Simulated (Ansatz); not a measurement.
**AlH2Br (SMILES [AlH2][Br]): BHLYP/STO-3G**

What is the vertical ionisation energy of AlH2Br at BHLYP/STO-3G? 

The calculation is run with Ansatz 0.2.0.

58 further runs of the same task are left out: 7 that didn't finish, 51 set aside as unsound or not needed.

**1. Starting point**

AlH2Br has 4 atoms, charge 0, and is taken as a singlet. SMILES: `[AlH2][Br]`. The shape is that of a PBE0-D4/def2-TZVP optimisation.

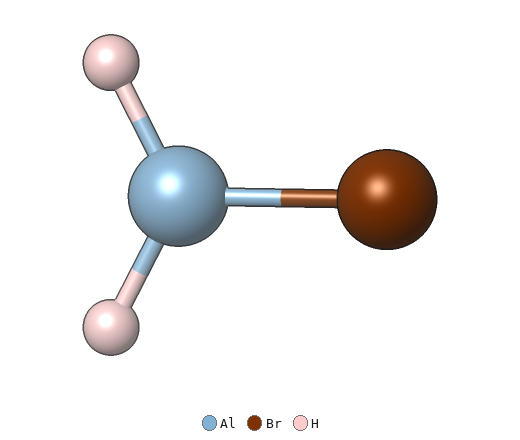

Viewed from a chosen angle; aluminium light blue, bromine brown, hydrogen pink.

**2. The energy at BHLYP/STO-3G**

molecule.yaml reads:

```yaml
crystal:
  periodic: [false, false, false]
  atoms:
    - {symbol: Al, position_ang: [-0.148300, -0.064700, -0.110300]}
    - {symbol: Br, position_ang: [1.684900, 0.496600, 1.079700]}
    - {symbol: H, position_ang: [-0.561600, -1.584800, -0.139200]}
    - {symbol: H, position_ang: [-0.919700, 1.092700, -0.850400]}
basis:
  gaussian: {orbitals: STO-3G}
hamiltonian: {xc: {name: BHLYP}}
accuracy: high
```

On the command line:

```
$ ansatz run molecule.yaml --threads 1 --pin off --max-ram 2610MiB --events-out events.jsonl --progress --plain --runs-dir runs
```

The log of the run:

```text
Warning: RAYON_NUM_THREADS=1 ignored (pool sized by the plan → 1); use --threads N
Functional definition: BHLYP
  name "BHLYP"
  parameter a = 0.5
  exchange = (1 - a)*b88_x + a*exact_x
  correlation = lyp_c
413 factors; integrals over basis functions are off by at most 1.5e-8 eV
mean field evaluation 1: about -75833.2278 eV, gradient 1.8e1 eV
mean field evaluation 2: about -75834.4142 eV, gradient 8.3e0 eV
mean field evaluation 4: about -75834.6713 eV, gradient 4.3e-2 eV
mean field evaluation 8: about -75834.6537 eV, gradient 5.0e-5 eV
mean field -75834.65368121 eV, -2786.8721202101 hartree, gradient 2.7e-8 eV, S^2 0.000000; 0 other end points of the search recorded, 0 dependent functions left out
reference -75834.65369932 eV, -2786.8721208755 hartree; 25, 25 occupied and 4, 4 virtual orbitals, 413 factors
Total energy: -75834.65369932 eV, -2786.8721208755 hartree
```

Wall time 1.2 s (1 thread of Arm Neoverse V1, shared host); peak memory 0.098 GiB.

**3. The doublet cation**

in.yaml reads:

```yaml
crystal:
  periodic: [false, false, false]
  atoms:
    - symbol: Al
      position_ang: [-0.148300, -0.064700, -0.110300]
    - symbol: Br
      position_ang: [1.684900, 0.496600, 1.079700]
    - symbol: H
      position_ang: [-0.561600, -1.584800, -0.139200]
    - symbol: H
      position_ang: [-0.919700, 1.092700, -0.850400]
basis:
  gaussian:
    orbitals: STO-3G
hamiltonian:
  xc: {name: BHLYP}
magnetization:
  spin_polarized: true
  initial_magnetization: 1
total_charge: 1
accuracy: high
```

On the command line:

```
$ ansatz run in.yaml --threads 1 --pin off --max-ram 2610MiB --events-out events.jsonl --progress --plain --runs-dir runs
```

The log of the run:

```text
Warning: RAYON_NUM_THREADS=1 ignored (pool sized by the plan → 1); use --threads N
Functional definition: BHLYP
  name "BHLYP"
  parameter a = 0.5
  exchange = (1 - a)*b88_x + a*exact_x
  correlation = lyp_c
413 factors; integrals over basis functions are off by at most 1.5e-8 eV
mean field evaluation 1: about -75822.0560 eV, gradient 1.5e1 eV
mean field evaluation 2: about -75819.6697 eV, gradient 2.7e1 eV
mean field evaluation 4: about -75826.7066 eV, gradient 1.9e0 eV
mean field evaluation 8: about -75826.7569 eV, gradient 1.3e-1 eV
mean field evaluation 16: about -75826.7572 eV, gradient 4.0e-6 eV
mean field evaluation 32: about -75825.9100 eV, gradient 2.7e0 eV
mean field -75826.75724527 eV, -2786.5819315417 hartree, gradient 1.0e-8 eV, S^2 0.753284; 4 other end points of the search recorded, 0 dependent functions left out
reference -75826.75726309 eV, -2786.5819321965 hartree; 25, 24 occupied and 4, 5 virtual orbitals, 413 factors
Total energy: -75826.75726309 eV, -2786.5819321965 hartree
```

Run time: 3.3 s. Hardware: 1 thread of Arm Neoverse V1, shared host; peak memory 0.15 GiB.

**4. What came out**

Level: BHLYP/STO-3G.

```
                                          quantity           value
                      singlet AlH2Br: total energy  -2786.87212 Eh
                      doublet cation: total energy  -2786.58193 Eh
                              doublet cation: ⟨S²⟩           0.753
vertical ionisation energy (to the doublet cation)        7.896 eV
```

In words: Removing an electron at fixed nuclei costs 7.90 eV (182 kcal/mol). In a minimal basis such a difference can be off by several eV, whatever the method.
